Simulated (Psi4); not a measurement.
# C2H9NSi (SMILES CN(C)[SiH3]) at B2PLYP/def2-TZVP (density fitting, density fitting for correlation, sweep point 8)

What is the vertical singlet–triplet gap of C2H9NSi at B2PLYP/def2-TZVP (density fitting, density fitting for correlation, sweep point 8)? 

The calculation is run with Psi4 1.11.

## Step 1: Starting point

C2H9NSi has 13 atoms, charge 0, and is taken as a singlet. SMILES: `CN(C)[SiH3]`. The coordinates come from a PBE0-D4/def2-TZVP relaxation.

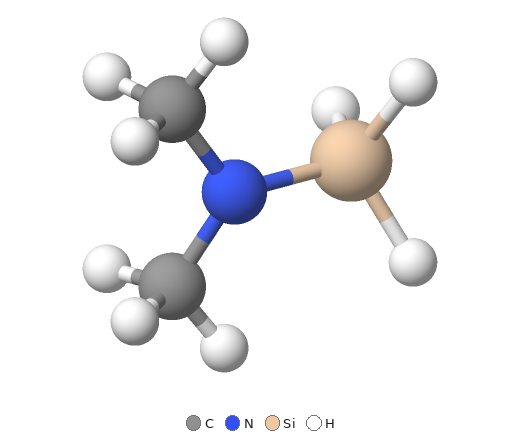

The structure, seen from a chosen angle (carbon grey, nitrogen blue, silicon light orange, hydrogen white).

## Step 2: The energy at B2PLYP/def2-TZVP (density fitting, density fitting for correlation, sweep point 8)

Contents of calc.in:

```
memory 1600 mb

molecule {
  0 1
  C     -0.853400     1.051500    -0.567400
  N     -0.064300     0.101400     0.176900
  C      1.257300     0.576800     0.503700
  Si    -0.404400    -1.580400     0.101900
  H     -0.416100     1.292500    -1.548500
  H     -0.947500     1.991500    -0.009400
  H     -1.860700     0.663700    -0.735400
  H      1.197400     1.509100     1.079000
  H      1.870100     0.778300    -0.388400
  H      1.787100    -0.156700     1.115700
  H      0.068700    -2.275300    -1.137100
  H     -1.879700    -1.752300     0.167000
  H      0.265600    -2.234700     1.256700
  units angstrom
  symmetry c1
}

set {
  reference rks
  puream true
  scf_type df
  dft_radial_points 99
  dft_spherical_points 590
  num_frozen_docc 8
}

result, w = energy('b2plyp/def2-TZVP', return_wfn=True)
```

Started as:

```sh
psi4 -i calc.in -o calc.out -n 1
```

calc.out, shortened:

```text
[...]
  Running in c1 symmetry.
[...]
  Nuclear repulsion =  180.635291661471058
[...]
  Multiplicity = 1
[...]
  Nalpha       = 21
  Nbeta        = 21
[...]
    Number of basis functions: 184
[...]
   @DF-RKS iter   1:  -425.19833750034394   -2.84968e-01   3.95950e-03 DIIS/ADIIS
[...]
   @DF-RKS iter   7:  -425.45576226628822   -7.02172e-07   8.28304e-07 DIIS
[...]
    Orbital Energies [Eh]
    ---------------------
    Doubly Occupied:
       1A    -67.221493     2A    -14.817275     3A    -10.636608
       4A    -10.636593     5A     -5.620296     6A     -3.874623
       7A     -3.874615     8A     -3.873927     9A     -1.028679
      10A     -0.815721    11A     -0.728713    12A     -0.610337
      13A     -0.529187    14A     -0.523447    15A     -0.517622
      16A     -0.457629    17A     -0.436361    18A     -0.413456
      19A     -0.395890    20A     -0.394482    21A     -0.279237
[...]
  @DF-RKS Final Energy:  -425.45576226628822
   => Energetics <=
    Nuclear Repulsion Energy =            180.6352916614710580
    One-Electron Energy =                -942.3754097651681150
    Two-Electron Energy =                 356.4225878146566515
    DFT Exchange-Correlation Energy =     -20.1382319772477665
    Empirical Dispersion Energy =           0.0000000000000000
    VV10 Nonlocal Energy =                  0.0000000000000000
    Total Energy =                       -425.4557622662882181
[...]
 Multipole Moments:
 ------------------------------------------------------------------------------------
     Multipole            Electronic (a.u.)      Nuclear  (a.u.)        Total (a.u.)
 ------------------------------------------------------------------------------------
 L = 1.  Multiply by 2.5417464519 to convert [e a0] to [Debye]
 Dipole X            :         -0.7692219            0.8914319            0.1222100
 Dipole Y            :         -2.0672840            2.4339578            0.3666738
 Dipole Z            :          0.5991012           -0.6775964           -0.0784952
 Magnitude           :                                                    0.3943938
[...]
```

It took 26 s on 1 thread of Intel Xeon 6975P-C (Granite Rapids), shared host; peak memory 1.2 GiB.

## Step 3: The triplet

Contents of calc.dat:

```
memory 1600 mb

molecule molecule1 {
  0 3
  C     -0.853400     1.051500    -0.567400
  N     -0.064300     0.101400     0.176900
  C      1.257300     0.576800     0.503700
  Si    -0.404400    -1.580400     0.101900
  H     -0.416100     1.292500    -1.548500
  H     -0.947500     1.991500    -0.009400
  H     -1.860700     0.663700    -0.735400
  H      1.197400     1.509100     1.079000
  H      1.870100     0.778300    -0.388400
  H      1.787100    -0.156700     1.115700
  H      0.068700    -2.275300    -1.137100
  H     -1.879700    -1.752300     0.167000
  H      0.265600    -2.234700     1.256700
  symmetry c1
}

set basis def2-TZVP
set reference uks
set puream true
set scf_type df
set dft_radial_points 99
set dft_spherical_points 590
set num_frozen_docc 8
set maxiter 100

energy('b2plyp')
```

Started as:

```sh
psi4 calc.dat calc.out -n 1
```

calc.out, shortened:

```text
[...]
  Running in c1 symmetry.
[...]
  Nuclear repulsion =  180.635291661471058
[...]
  Multiplicity = 3
[...]
  Nalpha       = 22
  Nbeta        = 20
[...]
    Number of basis functions: 184
[...]
   @DF-UKS iter   1:  -425.00191940751233   -8.85504e-02   3.59855e-03 ADIIS/DIIS
[...]
   @DF-UKS iter  11:  -425.25143338330901   -5.25271e-07   7.57389e-07 DIIS
[...]
   @S^2 Observed:                2.009876649E+00
[...]
    Orbital Energies [Eh]
    ---------------------
    Alpha Occupied:
       1A    -67.217532     2A    -14.968333     3A    -10.680510
       4A    -10.680498     5A     -5.617945     6A     -3.874297
       7A     -3.871235     8A     -3.871182     9A     -1.149607
      10A     -0.876690    11A     -0.799015    12A     -0.662691
      13A     -0.621020    14A     -0.601430    15A     -0.543445
      16A     -0.509418    17A     -0.483949    18A     -0.476754
      19A     -0.433827    20A     -0.387559    21A     -0.374895
      22A     -0.057884
    Alpha Virtual:
      23A      0.060380    24A      0.080157    25A      0.094787
[...]
  @DF-UKS Final Energy:  -425.25143338330901
   => Energetics <=
    Nuclear Repulsion Energy =            180.6352916614710580
    One-Electron Energy =                -940.6326658122745812
    Two-Electron Energy =                 354.8274197202030678
    DFT Exchange-Correlation Energy =     -20.0814789527085118
    Empirical Dispersion Energy =           0.0000000000000000
    VV10 Nonlocal Energy =                  0.0000000000000000
    Total Energy =                       -425.2514333833090063
[...]
 Multipole Moments:
 ------------------------------------------------------------------------------------
     Multipole            Electronic (a.u.)      Nuclear  (a.u.)        Total (a.u.)
 ------------------------------------------------------------------------------------
 L = 1.  Multiply by 2.5417464519 to convert [e a0] to [Debye]
 Dipole X            :         -0.4988740            0.8914319            0.3925579
 Dipole Y            :         -0.5363290            2.4339578            1.8976287
 Dipole Z            :          0.7449250           -0.6775964            0.0673285
 Magnitude           :                                                    1.9389764
[...]
```

Run time: 55 s. Hardware: 1 thread of Intel Xeon 6975P-C (Granite Rapids), shared host; peak memory 1.2 GiB.

## Step 4: Results

Level: B2PLYP/def2-TZVP (density fitting, density fitting for correlation, sweep point 8), 8 core orbitals frozen.

```
                                                         quantity          value
                                            singlet: total energy  -425.67596 Eh
                       singlet: HOMO energy (SCF part's orbitals)       -7.60 eV
                       singlet: LUMO energy (SCF part's orbitals)        1.62 eV
                     singlet: HOMO–LUMO gap (SCF part's orbitals)        9.22 eV
                                            triplet: total energy  -425.46939 Eh
triplet: HOMO energy (SCF part's orbitals) (highest over α and β)       -1.58 eV
                                                    triplet: ⟨S²⟩          2.010
                 vertical energy of the triplet above the singlet       5.621 eV
```

**Reading.** At this shape the triplet lies 5.62 eV (542 kJ/mol) above the singlet.
